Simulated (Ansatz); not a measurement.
**KTaO3, pressure series**

The parent structure is KTaO₃ in the cubic perovskite structure (space group Pm-3m, No. 221; a = 3.9520 Å).

Cell and atoms are relaxed at each pressure.

The values are results of plane-wave PAW DFT at the LDA level (Ansatz, a program for electronic structure, 420 eV), scalar-relativistic without spin-orbit coupling, not measurements.

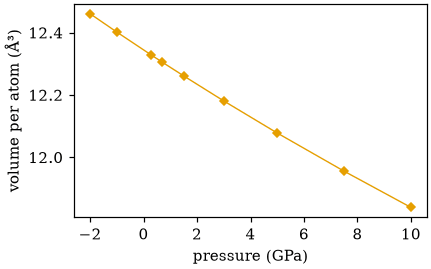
Figure: Volume against pressure

Problem. Estimate the zero-pressure bulk modulus from the plot.

Solution. About 220 GPa; a third-order Birch–Murnaghan fit to the points gives V₀ = 12.34 Å³/atom, B₀ = 218 GPa and B₀′ = 4.4.

Measured bulk modulus of KTaO3: 220 GPa (temperature not stated; as listed in S. Tinte et al., Phys. Rev. B (1998)); the computed value is for a static lattice, so the two differ by thermal effects too.

Between the base and pressure 10 GPa the gap moves from 2.13 eV to 2.21 eV, a mean slope of 8.1 meV/GPa.

With Ta present, leaving out spin-orbit coupling can change the band edges. Load acts through the strain it causes; cell and atoms are relaxed under it. No phonon test of stability was made. No other phases were tried under pressure.
